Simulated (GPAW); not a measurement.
# Screening of a field by 2H-TaSeTe monolayer

How does 2H-TaSeTe monolayer screen a perpendicular field?

Main program and level: GPAW 26.7.0; GPAW, PAW setups; layer in a repeated cell with vacuum, relaxation of atoms and in-plane cell, in the first sound run; inputs show where later runs differ.

## Step 1: The starting structure

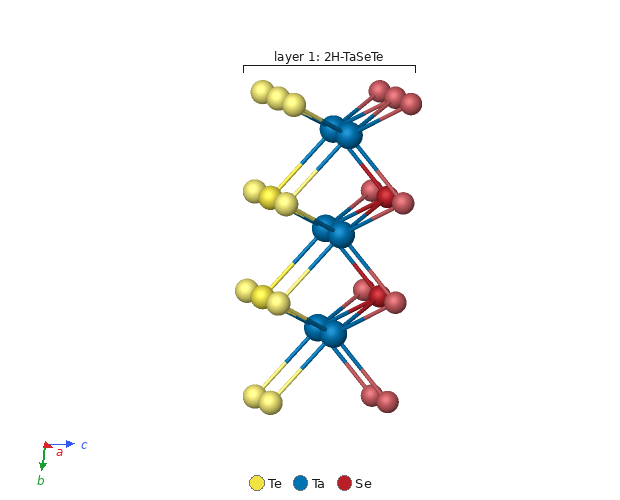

Start, viewed from the side, with the c axis across the page; tellurium yellow, tantalum blue, selenium red. 1×2×1 cells are drawn. Some periodic images of atoms are drawn too.

The cell holds 3 atoms: 1 Te, 1 Ta and 1 Se. Cell: a = 3.722 Å, b = 3.722 Å, c = 21.707 Å, α = 90.0°, β = 90.0°, γ = 120.0°. Vacuum lies along c.

Structure file:

```
Te Ta Se
1.0
     3.72226    0.00000    0.00000
    -1.86113    3.22357    0.00000
     0.00000    0.00000   21.70740
Te Ta Se
1 1 1
Direct
  0.33333 0.66667 0.41461
  0.00000 0.00000 0.50635
  0.33333 0.66667 0.58540
```

## Step 2: Relaxation

Forces are removed first; all later runs use this geometry.

The input, run.py:

```python
import json
import numpy as np
from ase import Atoms
from ase.filters import FrechetCellFilter
from ase.optimize import BFGS
from gpaw import GPAW, PW

slab = Atoms(
    ['Te', 'Ta', 'Se'],
    positions=[
        [-0.00000, 2.14905, 9.00000],
        [0.00000, 0.00000, 10.99161],
        [-0.00000, 2.14905, 12.70744]],
    cell=[[3.72226, 0.0, 0.0], [-1.86113, 3.22357, 0.0], [0.0, 0.0, 21.7074]],
    pbc=[True, True, True])

slab.calc = GPAW(mode=PW(600), xc='PBE', kpts={'size': (9, 9, 1), 'gamma': True},
                 occupations={'name': 'fermi-dirac', 'width': 0.05}, nbands='160%',
                 convergence={'density': 1e-05}, maxiter=200,
                 symmetry={'tolerance': 1e-3}, txt='slab.txt')
result = {}
# The in-plane cell is free; stress needs a cell that repeats along all three vectors
path = []
opt = BFGS(FrechetCellFilter(slab, mask=[1, 1, 0, 0, 0, 1]), maxstep=0.2)
opt.attach(lambda: path.append((slab.get_potential_energy(), slab.positions.tolist(), slab.get_forces().tolist())))
result['relaxed'] = bool(opt.run(fmax=0.02, steps=45))
result['path'] = path
result['cell'] = slab.cell.tolist()
print('in-plane lattice', slab.cell.cellpar().round(4)[[0, 1, 5]])
energy = slab.get_potential_energy()
fermi = slab.calc.get_fermi_level()
v = slab.calc.get_electrostatic_potential().mean((0, 1)) - fermi
n = slab.calc.get_pseudo_density().mean((0, 1))
L = slab.cell[2, 2]
z = np.arange(len(v)) * L / len(v)
low, high = slab.positions[:, 2].min(), slab.positions[:, 2].max()
below, above = np.interp([low - 6.8, high + 6.8], z, v)
slopes = [np.interp(x, z, np.gradient(v, z)) for x in (low - 6.8, high + 6.8)]
eps = np.array([[slab.calc.get_eigenvalues(k, s) for k in range(len(slab.calc.get_ibz_k_points()))]
                for s in range(slab.calc.get_number_of_spins())]) - fermi
top, bottom = eps[eps < 0].max(), eps[eps > 0].min()
dipole = slab.get_dipole_moment()[2]
print(f'energy {energy:.4f} eV, Fermi level {fermi:.4f} eV, dipole {dipole:.5f} e A')
print(f'potential 6.8 A off the faces, from the Fermi level: lower {below:.4f} eV, upper {above:.4f} eV')
print(f'slope of the potential there: lower {slopes[0]:.5f}, upper {slopes[1]:.5f} eV/A')
print(f'nearest levels on the mesh: {top:.4f} and {bottom:.4f} eV')
print('magnetic moment', round(slab.get_magnetic_moment(), 3))
result.update(energy=energy, fermi=fermi, dipole=dipole, below=below, above=above, slopes=slopes, edges=[top, bottom],
              z=z.tolist(), v=v.tolist(), n=n.tolist(), positions=slab.positions.tolist(),
              forces=slab.get_forces(apply_constraint=False).tolist(), moments=slab.get_magnetic_moments().tolist())
json.dump(result, open('result.json', 'w'))
```

Command:

```sh
OMP_NUM_THREADS=1 OPENBLAS_NUM_THREADS=1 python run.py
```

Log:

```text
Step          Energy          fmax
BFGS:    0      -17.902324        1.784917
BFGS:    1      -18.033668        1.458698
BFGS:    2      -18.253047        0.543997
BFGS:    3      -18.268988        0.099332
BFGS:    4      -18.269534        0.046398
BFGS:    5      -18.269646        0.046094
BFGS:    6      -18.269824        0.044466
BFGS:    7      -18.269901        0.037922
BFGS:    8      -18.269955        0.027039
BFGS:    9      -18.269973        0.011190
in-plane lattice [  3.5877   3.5877 120.    ]
energy -18.2553 eV, Fermi level -1.2543 eV, dipole -0.02037 e A
potential 6.8 A off the faces, from the Fermi level: lower 5.0040 eV, upper 5.0734 eV
slope of the potential there: lower -0.01501, upper -0.01511 eV/A
nearest levels on the mesh: -0.0013 and 0.0050 eV
magnetic moment 0.0
```

Run time: 7.1 min. Hardware: 1 thread of Arm Neoverse V1, shared host; peak memory 0.37 GiB.

This step gave:

- dipole along the normal: -0.02037 e·Å
- levels nearest the Fermi level on the mesh: -0.001251, 0.005034 eV from the Fermi level

Table of electrostatic potential energy of an electron (without an applied field's), less the Fermi level, planar mean by z:

```tsv
z (Å)	electrostatic potential energy of an electron (without an applied field's), less the Fermi level, planar mean (eV)
0	5.04
2	5.01
4	4.98
6	4.94
8	2.01
10	-3.67
12	-6.18
14	4.49
16	5.12
18	5.09
20	5.06
```

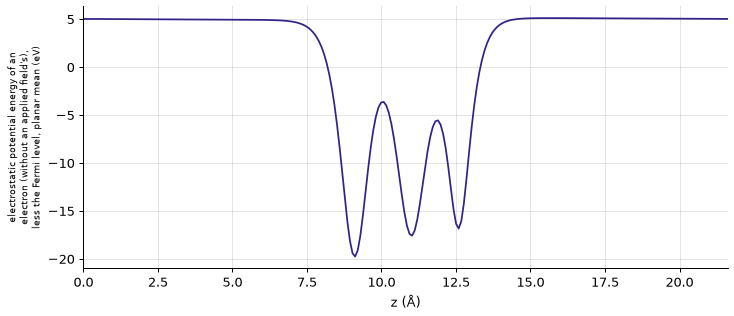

Electrostatic potential energy of an electron (without an applied field's), less the Fermi level, planar mean against z.

The pseudo valence density, planar mean oscillates, so the rows of the table below give means over windows of 1 Å about each position, cut where the curve ends. Its maxima inside the range that stand out by 2 % of the span (Å: e/Å³): 8.5: 0.284, 9.7: 0.359, 10.9: 1.03, 13.0: 0.330. Its minima: 9.0: 0.109, 10.1: 0.326, 12.7: 0.207.

Pseudo valence density, planar mean against z; means over each step:

```tsv
z (Å)	pseudo valence density, planar mean (e/Å³)
5	3.9e-5
6	6.5e-4
7	0.0109
8	0.133
9	0.209
10	0.363
11	0.816
12	0.407
13	0.251
14	0.0491
15	0.00245
16	1.2e-4
17	5.8e-6
```

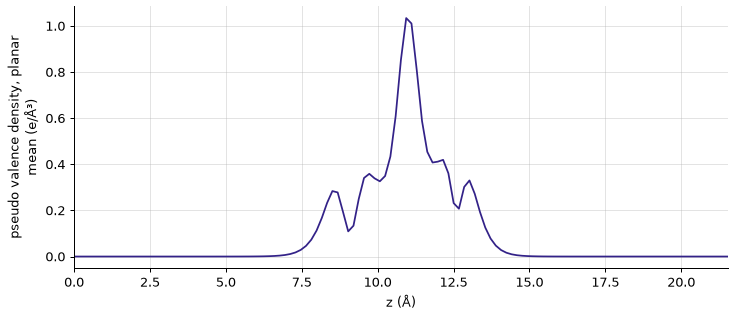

Pseudo valence density, planar mean against z.

The relaxation lowered the energy of the cell by 0.369 eV (energies extrapolated to zero smearing; the optimiser's log prints free energies). The largest force left on a free atom is 0.011 eV/Å.

## Step 3: The slab's potential

With the geometry fixed, the planar mean of the potential gives the vacuum level on each side.

This step: GPAW, PAW setups; slab in vacuum (GPAW 26.7.0).

The cell differs from the one that the last finished run ended in (c 21.707 → 21.495 Å).

Edit run.py of step 2 so:

```diff
@@ -3,4 +3,2 @@
 from ase import Atoms
-from ase.filters import FrechetCellFilter
-from ase.optimize import BFGS
 from gpaw import GPAW, PW
@@ -10,21 +8,14 @@
     positions=[
-        [-0.00000, 2.14905, 9.00000],
-        [0.00000, 0.00000, 10.99161],
-        [-0.00000, 2.14905, 12.70744]],
-    cell=[[3.72226, 0.0, 0.0], [-1.86113, 3.22357, 0.0], [0.0, 0.0, 21.7074]],
-    pbc=[True, True, True])
+        [-0.00000, 2.07135, 9.00000],
+        [-0.00000, 0.00000, 10.90486],
+        [-0.00000, 2.07135, 12.49525]],
+    cell=[[3.58768, 0.0, 0.0], [-1.79384, 3.10702, 0.0], [0.0, 0.0, 21.4952]],
+    pbc=[True, True, False])
 
-slab.calc = GPAW(mode=PW(600), xc='PBE', kpts={'size': (9, 9, 1), 'gamma': True},
+slab.calc = GPAW(mode=PW(400), xc='PBE', kpts={'size': (9, 9, 1), 'gamma': True},
                  occupations={'name': 'fermi-dirac', 'width': 0.05}, nbands='160%',
                  convergence={'density': 1e-05}, maxiter=200,
+                 poissonsolver={'dipolelayer': 'xy'},
                  symmetry={'tolerance': 1e-3}, txt='slab.txt')
 result = {}
-# The in-plane cell is free; stress needs a cell that repeats along all three vectors
-path = []
-opt = BFGS(FrechetCellFilter(slab, mask=[1, 1, 0, 0, 0, 1]), maxstep=0.2)
-opt.attach(lambda: path.append((slab.get_potential_energy(), slab.positions.tolist(), slab.get_forces().tolist())))
-result['relaxed'] = bool(opt.run(fmax=0.02, steps=45))
-result['path'] = path
-result['cell'] = slab.cell.tolist()
-print('in-plane lattice', slab.cell.cellpar().round(4)[[0, 1, 5]])
 energy = slab.get_potential_energy()
```

Log:

```text
energy -18.2258 eV, Fermi level -1.2180 eV, dipole -0.01500 e A
potential 6.8 A off the faces, from the Fermi level: lower 4.9208 eV, upper 5.1604 eV
slope of the potential there: lower 0.00004, upper -0.00004 eV/A
nearest levels on the mesh: -0.0015 and 0.0050 eV
magnetic moment 0.0
```

Run time: 32 s. Hardware: 1 thread; peak memory 0.2 GiB.

This step gave:

```yaml
dipole_along_the_normal: -0.01500 e·Å
levels_nearest_the_fermi_level_on_the_mesh: -0.001453, 0.004992 eV from the Fermi level
upper_work_function: 5.160 eV
lower_work_function: 4.921 eV
```

Electrostatic potential energy of an electron (without an applied field's), less the Fermi level, planar mean against z:

```tsv
z (Å)	electrostatic potential energy of an electron (without an applied field's), less the Fermi level, planar mean (eV)
0	5.04
1	4.92
2	4.92
3	4.92
4	4.92
5	4.92
6	4.91
7	4.69
8	1.07
9	-19.6
10	-3.70
11	-17.1
12	-7.52
13	-4.29
14	4.67
15	5.14
16	5.16
17	5.16
18	5.16
19	5.16
20	5.16
21	5.16
```

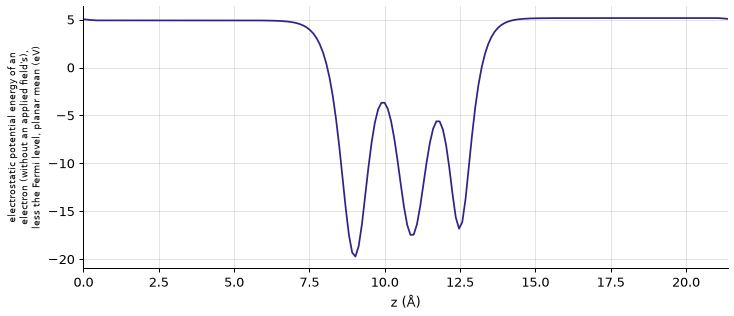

Electrostatic potential energy of an electron (without an applied field's), less the Fermi level, planar mean, plotted against z.

The pseudo valence density, planar mean oscillates, so the rows of the table below give means over windows of 1 Å about each position, cut where the curve ends. Its maxima inside the range that stand out by 2 % of the span (Å: e/Å³): 8.4: 0.279, 9.7: 0.355, 11.0: 1.04, 12.9: 0.333. Its minima: 9.0: 0.106, 9.9: 0.330, 12.5: 0.201.

The pseudo valence density, planar mean by z; means over each step:

```tsv
z (Å)	pseudo valence density, planar mean (e/Å³)
5	5.3e-5
6	8.8e-4
7	0.0145
8	0.157
9	0.214
10	0.388
11	0.808
12	0.380
13	0.241
14	0.0376
15	0.00185
16	8.6e-5
```

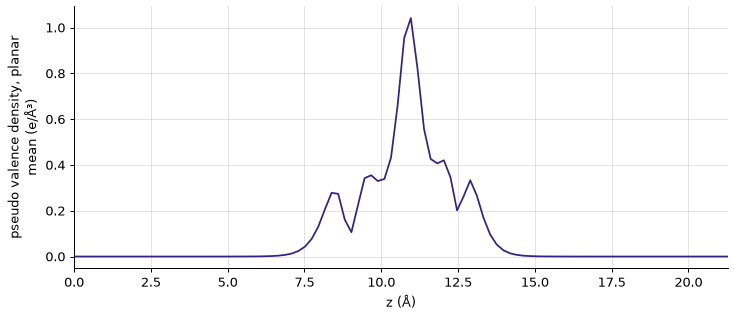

Pseudo valence density, planar mean, plotted against z.

The potential is flat to 4.4e-5 eV/Å where it is read, so the vacuum is wide enough.

## Step 4: In a field

A uniform field along the normal polarises the slab; the atoms stay fixed, so this is the electronic response alone.

Edit run.py of step 3 so:

```diff
@@ -4,2 +4,3 @@
 from gpaw import GPAW, PW
+from gpaw.external import ConstantElectricField
 
@@ -18,2 +19,3 @@
                  poissonsolver={'dipolelayer': 'xy'},
+                 external=ConstantElectricField(-0.2, [0, 0, 1]),
                  symmetry={'tolerance': 1e-3}, txt='slab.txt')
```

Log:

```text
energy -18.2360 eV, Fermi level -1.2057 eV, dipole -0.08747 e A
potential 6.8 A off the faces, from the Fermi level: lower 4.3119 eV, upper 5.7320 eV
slope of the potential there: lower 0.00004, upper -0.00004 eV/A
nearest levels on the mesh: -0.0723 and 0.0009 eV
magnetic moment 0.0
```

It took 1.9 min on 1 thread; peak memory 0.29 GiB.

Numbers from this step:

| Quantity | Value |
| --- | --- |
| dipole along the normal | -0.08747 e·Å |
| levels nearest the Fermi level on the mesh | -0.07226, 8.98e-4 eV from the Fermi level |
| potential below the slab, the applied field's own ramp left out | 4.312 eV from the Fermi level |
| potential above the slab, the applied field's own ramp left out | 5.732 eV from the Fermi level |

Table of electrostatic potential energy of an electron (without an applied field's), less the Fermi level, planar mean by z:

```tsv
z (Å)	electrostatic potential energy of an electron (without an applied field's), less the Fermi level, planar mean (eV)
0	5.02
2	4.31
4	4.31
6	4.30
8	0.561
10	-3.83
12	-7.27
14	5.21
16	5.73
18	5.73
20	5.73
```

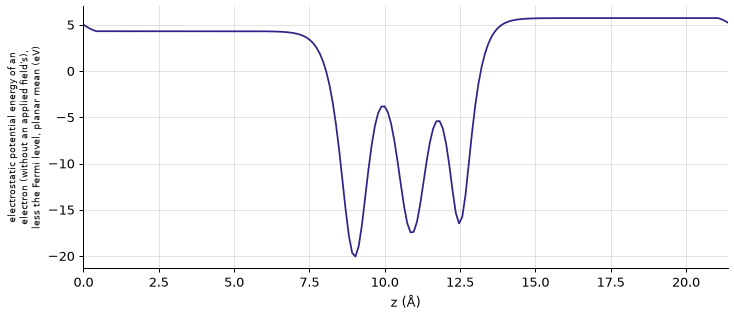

Electrostatic potential energy of an electron (without an applied field's), less the Fermi level, planar mean against z.

The dipole is now -0.0875 e Å, against -0.015 in the run without a field.

## Step 5: In a field

Edit run.py of step 4 so:

```diff
@@ -19,3 +19,3 @@
                  poissonsolver={'dipolelayer': 'xy'},
-                 external=ConstantElectricField(-0.2, [0, 0, 1]),
+                 external=ConstantElectricField(-0.1, [0, 0, 1]),
                  symmetry={'tolerance': 1e-3}, txt='slab.txt')
```

Log:

```text
energy -18.2291 eV, Fermi level -1.2114 eV, dipole -0.05112 e A
potential 6.8 A off the faces, from the Fermi level: lower 4.6157 eV, upper 5.4455 eV
slope of the potential there: lower 0.00004, upper -0.00004 eV/A
nearest levels on the mesh: -0.0003 and 0.0055 eV
magnetic moment 0.0
```

It took 1.9 min on 1 thread; peak memory 0.29 GiB.

Numbers from this step:

* dipole along the normal: -0.05112 e·Å
* levels nearest the Fermi level on the mesh: -2.67e-4, 0.005520 eV from the Fermi level
* potential below the slab, the applied field's own ramp left out: 4.616 eV from the Fermi level
* potential above the slab, the applied field's own ramp left out: 5.446 eV from the Fermi level

Electrostatic potential energy of an electron (without an applied field's), less the Fermi level, planar mean against z:

```tsv
z (Å)	electrostatic potential energy of an electron (without an applied field's), less the Fermi level, planar mean (eV)
0	5.03
2	4.62
4	4.62
6	4.60
8	0.815
10	-3.76
12	-7.40
14	4.94
16	5.44
18	5.45
20	5.45
```

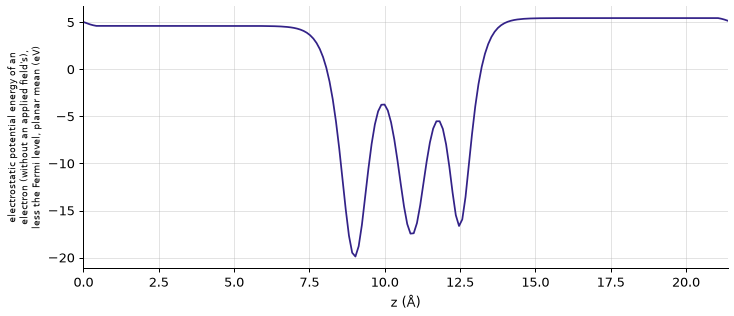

Electrostatic potential energy of an electron (without an applied field's), less the Fermi level, planar mean against z.

The dipole is now -0.0511 e Å, against -0.015 in the run without a field.

## Step 6: Field on

Edit run.py of step 5 so:

```diff
@@ -19,3 +19,3 @@
                  poissonsolver={'dipolelayer': 'xy'},
-                 external=ConstantElectricField(-0.1, [0, 0, 1]),
+                 external=ConstantElectricField(-0.05, [0, 0, 1]),
                  symmetry={'tolerance': 1e-3}, txt='slab.txt')
```

Log:

```text
energy -18.2270 eV, Fermi level -1.2145 eV, dipole -0.03294 e A
potential 6.8 A off the faces, from the Fermi level: lower 4.7680 eV, upper 5.3028 eV
slope of the potential there: lower 0.00004, upper -0.00004 eV/A
nearest levels on the mesh: -0.0009 and 0.0053 eV
magnetic moment 0.0
```

Wall time 2 min (1 thread); peak memory 0.29 GiB.

Electrostatic potential energy of an electron (without an applied field's), less the Fermi level, planar mean against z:

```tsv
z (Å)	electrostatic potential energy of an electron (without an applied field's), less the Fermi level, planar mean (eV)
0	5.04
2	4.77
4	4.77
6	4.76
8	0.942
10	-3.73
12	-7.46
14	4.80
16	5.30
18	5.30
20	5.30
```

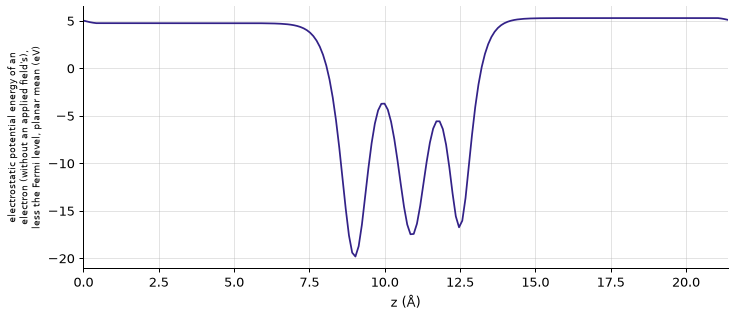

Electrostatic potential energy of an electron (without an applied field's), less the Fermi level, planar mean against z.

## Step 7: In a field

Edit run.py of step 6 so:

```diff
@@ -19,3 +19,3 @@
                  poissonsolver={'dipolelayer': 'xy'},
-                 external=ConstantElectricField(-0.05, [0, 0, 1]),
+                 external=ConstantElectricField(0.05, [0, 0, 1]),
                  symmetry={'tolerance': 1e-3}, txt='slab.txt')
```

Log:

```text
energy -18.2255 eV, Fermi level -1.2216 eV, dipole 0.00343 e A
potential 6.8 A off the faces, from the Fermi level: lower 5.0740 eV, upper 5.0184 eV
slope of the potential there: lower 0.00004, upper -0.00004 eV/A
nearest levels on the mesh: -0.0021 and 0.0047 eV
magnetic moment 0.0
```

Run time: 2 min. Hardware: 1 thread; peak memory 0.29 GiB.

Electrostatic potential energy of an electron (without an applied field's), less the Fermi level, planar mean against z:

```tsv
z (Å)	electrostatic potential energy of an electron (without an applied field's), less the Fermi level, planar mean (eV)
0	5.05
2	5.07
4	5.07
6	5.06
8	1.20
10	-3.66
12	-7.58
14	4.53
16	5.02
18	5.02
20	5.02
```

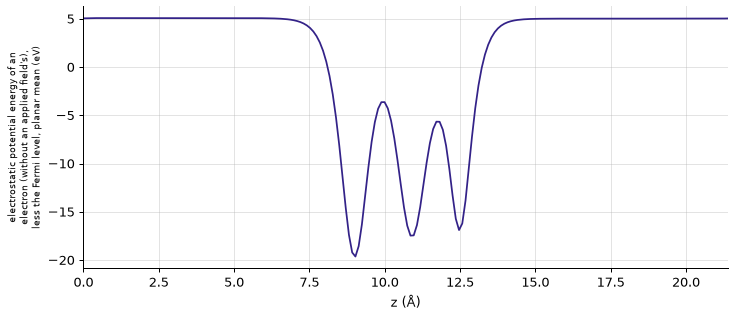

Electrostatic potential energy of an electron (without an applied field's), less the Fermi level, planar mean, plotted against z.

## Step 8: Field on

Edit run.py of step 7 so:

```diff
@@ -19,3 +19,3 @@
                  poissonsolver={'dipolelayer': 'xy'},
-                 external=ConstantElectricField(0.05, [0, 0, 1]),
+                 external=ConstantElectricField(0.1, [0, 0, 1]),
                  symmetry={'tolerance': 1e-3}, txt='slab.txt')
```

Log:

```text
energy -18.2262 eV, Fermi level -1.2255 eV, dipole 0.02162 e A
potential 6.8 A off the faces, from the Fermi level: lower 5.2275 eV, upper 4.8766 eV
slope of the potential there: lower 0.00004, upper -0.00004 eV/A
nearest levels on the mesh: -0.0027 and 0.0045 eV
magnetic moment 0.0
```

Wall time 1.9 min (1 thread); peak memory 0.29 GiB.

The dipole is now 0.0216 e Å, against -0.015 in the run without a field.

## Step 9: In a field

Edit run.py of step 8 so:

```diff
@@ -19,3 +19,3 @@
                  poissonsolver={'dipolelayer': 'xy'},
-                 external=ConstantElectricField(0.1, [0, 0, 1]),
+                 external=ConstantElectricField(0.2, [0, 0, 1]),
                  symmetry={'tolerance': 1e-3}, txt='slab.txt')
```

Log:

```text
energy -18.2302 eV, Fermi level -1.2340 eV, dipole 0.05802 e A
potential 6.8 A off the faces, from the Fermi level: lower 5.5360 eV, upper 4.5941 eV
slope of the potential there: lower 0.00004, upper -0.00004 eV/A
nearest levels on the mesh: -0.0039 and 0.0040 eV
magnetic moment 0.0
```

Run time: 1.9 min. Hardware: 1 thread; peak memory 0.29 GiB.

The dipole is now 0.0580 e Å, against -0.015 in the run without a field.

(Part 1 of 2 ends here.)

[Logs are printed without paths, hosts, clocks, repeated set-up lines and the standing remarks that a program may print on its own settings, such as how far it seeks lower states.]

[Hosts, paths, dates, database ids (printed as entryN), source tags and the programs' standing remarks are cut or masked in the printed files.]
